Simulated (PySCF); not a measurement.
C$_{4}$H$_{3}$FN$_{2}$Si

```yaml
atoms:
  - { symbol: N, position_ang: [3.4247, -0.6868, -0.0129] }
  - { symbol: C, position_ang: [2.2828, -0.7380, 0.0814] }
  - { symbol: C, position_ang: [0.8829, -0.8147, 0.2022] }
  - { symbol: C, position_ang: [0.0608, 0.2155, -0.0764] }
  - { symbol: C, position_ang: [0.5807, 1.4481, -0.5119] }
  - { symbol: N, position_ang: [0.9430, 2.4756, -0.8703] }
  - { symbol: Si, position_ang: [-1.8263, 0.0993, 0.0899] }
  - { symbol: F, position_ang: [-2.0719, -1.4073, 0.5982] }
  - { symbol: H, position_ang: [0.4889, -1.7654, 0.5376] }
  - { symbol: H, position_ang: [-2.4602, 0.2035, -1.2113] }
  - { symbol: H, position_ang: [-2.2999, 0.9729, 1.1474] }
```

Geometry: GFN2-xTB.

Level of theory: PySCF 2.14.0, PBE0/pcSseg-1, SCF density, gas phase, non-relativistic.

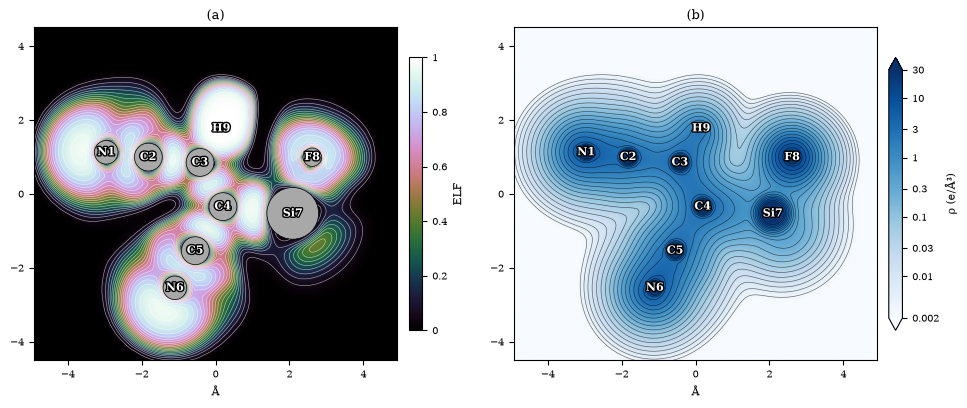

Figure 1. (a) electron localisation function; (b) electron density on the plane of atoms C4, C3 and H9. Grey discs cover the atomic cores in the ELF map.

Q: What do the fields say about this system?

A:
- The section cuts through N, C, Si, F and H sites.
- C–N (1.15 Å): ρ is about 3.6 e/Å³ halfway; the ELF peaks at about 0.85 between the atoms (a multiple bond).
- C–C (1.35 Å): ρ at the midpoint is about 2.2 e/Å³; the ELF peaks at about 0.90 between the atoms, as expected for a covalent bond.
- Si–F (1.61 Å): ρ is about 1.1 e/Å³ halfway; the ELF peaks at about 0.85 in the valence shell of F, 0.6 Å from its nucleus, and is about 0.45 at the midpoint.
- C–Si (1.90 Å): ρ at the midpoint is about 0.92 e/Å³; the ELF peaks at about 1 between the atoms, as expected for a shared electron pair.
- C–H (1.08 Å): ρ at the midpoint is about 2.1 e/Å³; the ELF climbs to about 1 towards the hydrogen, as it does in any bond to H; an ordinary covalent bond to hydrogen.
- The ELF also peaks beside N6, F8 and N1, away from the bonds: lone-pair regions.

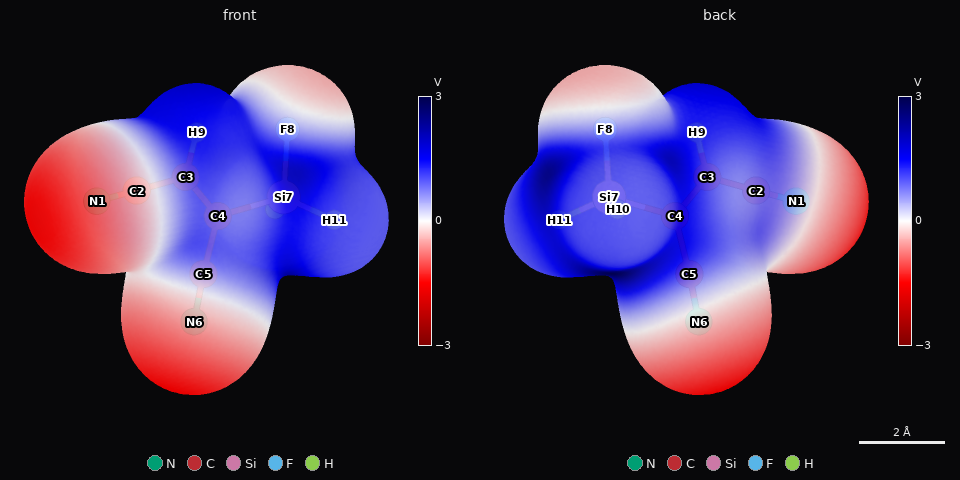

Figure 2. The electrostatic potential painted on the density surface at 0.002 e/bohr³, seen from the front and from behind; red is negative and blue positive.

Q: Describe the electrostatic potential map.

A: The most negative region (about −1.5 V) lies over N1 and N6, the most positive (about +2.7 V) over Si7.

Q: How polar is the molecule by this calculation?

A: Its dipole moment is 4.74 D.
